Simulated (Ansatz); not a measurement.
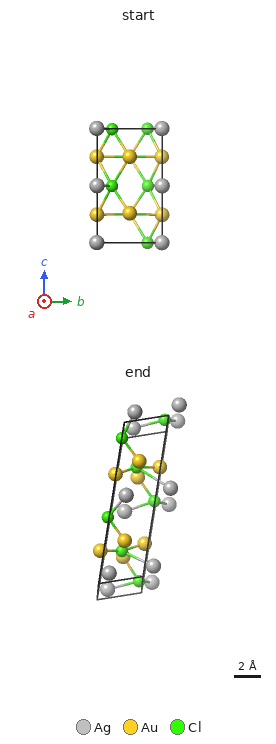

The structure of solid AgAu₂Cl₃ (built on the LaAl2Cu3-65 type type) before (top) and after (bottom) a relaxation, at one scale.

Style: ball-and-stick. Shown: the cell of the calculation, along the a axis.

Case: shaken.

Computed with DFT, PBEsol, plane waves, PAW in Ansatz 0.2.0. Set-up: plane-wave cutoff 420 eV; k-point mesh 4 × 4 × 2; occupations fermi dirac; smearing width 0.05 eV; no spin polarisation; cell and atoms relaxed; force threshold 0.01 eV/Å; at most 120 steps.

Question: Summarise the run.

Answer: The energy falls by 3.859 eV per cell of the calculation in 70 accepted moves (82 points after the start). The largest force component goes from 0.39 to 0.0056 eV/Å. The pressure goes from −0.88 to 0.01 GPa. The line search rejected the trial steps at points 17, 29, 42, 43, 53, 56, 69, 76 of the run. The SCF was repeated 4 times at an unchanged geometry on a basis and grid sized afresh for the cell, which shifted the energy by 0.155 eV per cell of the calculation at most. The largest moves relative to the cell, 1.57 Å, are those of Cl atoms. Largest moves by element: Cl 1.57 Å, Ag 1.41 Å, Au 0.40 Å. Cell: a 5.983 → 7.071 Å (+18.2 %), b 5.817 → 4.705 Å (−19.1 %), c 8.972 → 12.952 Å (+44.4 %), α 89.8° → 82.0°, β 90.7° → 71.7°, γ 118.4° → 128.1°. Volume +5.0 %. Among the contacts that change: Au–Cl 2.657 → 5.054 Å, Au–Cl 2.807 → 5.159 Å, Au–Cl 2.685 → 5.019 Å, Au–Cl 2.776 → 5.094 Å. New bonds form: Ag–Cl (3.74 → 2.87 Å), Ag–Cl (4.04 → 2.64 Å), Ag–Cl (4.06 → 2.58 Å). Bonds break: Au–Cl (2.64 → 3.75 Å), Au–Cl (2.64 → 4.00 Å), Au–Cl (2.66 → 3.55 Å), Au–Cl (2.66 → 5.05 Å). Among the angles between lasting bonds that change: Cl–Ag–Cl 178.4° → 101.9°, Cl–Ag–Cl 177.0° → 104.1°, Ag–Cl–Au 92.1° → 116.7°. The space group stays P1 (No. 1). Cost: 4.2 min on 1 × NVIDIA H100 80GB HBM3 with 2 threads of AMD EPYC 7R13 Processor (Zen 3), on a shared host, peak memory 1.3 GiB.
